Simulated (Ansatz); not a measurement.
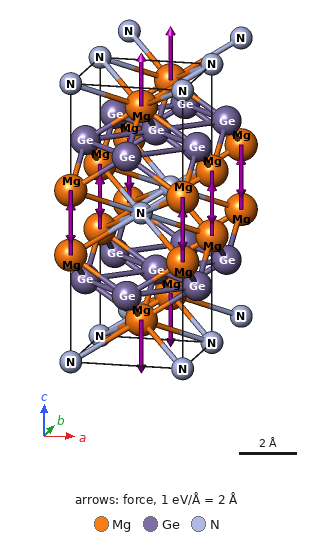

Starting geometry of crystalline Mg$_{2}$Ge$_{2}$N (a generated structure, set up in I4/mmm) (coarse preliminary run) with the computed forces as purple arrows. The picture is a ball-and-stick view of the conventional cell (2 times the calculation's cell), repeated 1 × 2 × 1 with one cell outlined, seen slightly off an axis. Lengths and directions refer to the drawn axes.

Theory: Ansatz 0.2.0, DFT PBE, scalar-relativistic, plane waves, PAW.

Input
```yaml
crystal:
  lattice:
    - [-2.04346273, 2.04346273, 5.0580761]
    - [2.04346273, -2.04346273, 5.0580761]
    - [2.04346273, 2.04346273, -5.0580761]
  atoms:
    - { symbol: Mg, position: [0.384, 0.384, 0.0] }
    - { symbol: Mg, position: [0.616, 0.616, 0.0] }
    - { symbol: Ge, position: [0.75, 0.25, 0.5] }
    - { symbol: Ge, position: [0.25, 0.75, 0.5] }
    - { symbol: "N", position: [0.0, 0.0, 0.0] }
basis:
  ecutwfc: 420
kpoints:
  mp_grid: { grid: [6, 6, 6] }
hamiltonian:
  xc: pbe
scf:
  occupations: { method: gaussian, width: 0.1 }
  lower_state_search: "off"
output:
  forces: true
  stress: true
  eigenvalues: true
relax:
  adjacent_minimum: "off"
  f_tol: 0.04
  max_steps: 70
  cell: { stress_tol: 0.4 }
```

Launched with:
```bash
ansatz run input.yaml --threads 1 --pin off --max-ram 2560MiB --backend cpu --events-out ev --progress --plain --runs-dir out
```

Q: Is this structure relaxed? If not, where do the atoms go?

A: It isn't relaxed: the largest force vector, on Mg atoms, is 0.98 eV/Å. The atoms end up moving mostly along the starting forces (cosine between the two patterns 1.00). After 14 accepted moves (17 points after the start) the energy has fallen by 963 meV per atom. Largest force component: 0.98 eV/Å at the start, under 0.0001 eV/Å at the end. Pressure: 14.59 GPa at the start and 0.16 GPa at the end. The SCF was repeated 3 times at an unchanged geometry on a basis and grid sized afresh for the cell, which shifted the energy by 103 meV per atom at most. The largest moves relative to the cell, 0.50 Å, are those of Mg1 and Mg2. Mg2 goes along −c. Ge and N stay in place. The volume changes by +5.2 %, with a = b 4.087 → 3.400 Å (−16.8 %), c 10.116 → 15.373 Å (+52.0 %). Near-neighbour distances that change, for instance: Mg1–Ge3 2.452 → 3.077 Å, Ge3–Ge4 2.890 → 2.404 Å, Mg1–N5 3.119 → 2.723 Å, Mg1–Mg2 2.347 → 2.557 Å. Bond angles that change, for instance: Ge3–Mg2–Ge3 112.9° → 67.1°. The space group stays I4/mmm (No. 139).
